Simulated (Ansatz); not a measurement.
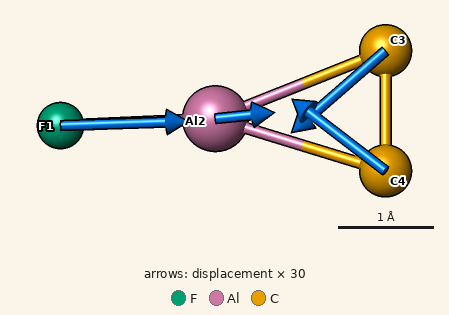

This is a relaxation of AlC₂F. The starting structure is drawn; blue arrows show the displacements, 30 times their true length. The two geometries are superimposed by the best rigid fit.

A ball-and-stick model, seen at a tilt.

These are results of Ansatz 0.2.0, RKS PBE0-D4/def2-TZVP, not measurements.

The input:
```yaml
crystal:
  periodic: [false, false, false]
  atoms:
    - {symbol: F, position_ang: [-0.343160, -0.181680, 2.107070]}
    - {symbol: Al, position_ang: [-0.080250, -0.043100, 0.485850]}
    - {symbol: C, position_ang: [0.072270, 0.759480, -1.263440]}
    - {symbol: C, position_ang: [0.351150, -0.534700, -1.329490]}
basis:
  gaussian: {orbitals: def2-TZVP}
hamiltonian: {xc: pbe0, dispersion: d4}
relax: {f_tol: 0.005, max_steps: 200}
```

Run as
```bash
ansatz run in.yaml --threads 2 --pin off --events-out ev --progress --plain --max-ram 4352MiB
```

### Describe the change and its energy.

The energy falls by 0.154 eV in 5 geometry steps. Largest force component: 3.4 eV/Å at the start, 0.00054 eV/Å at the end. The largest move after the best rigid fit is that of F1, 0.046 Å. Largest moves by element: F 0.046 Å, C 0.044 Å, Al 0.022 Å. Near-neighbour distances that change, for instance: Al2–C3 1.931 → 1.868 Å, C3–C4 1.326 → 1.268 Å, F1–Al2 1.648 → 1.624 Å. The run took 18 s on 2 threads of Intel Xeon Platinum 8259CL @ 2.50GHz, with other jobs on the host.
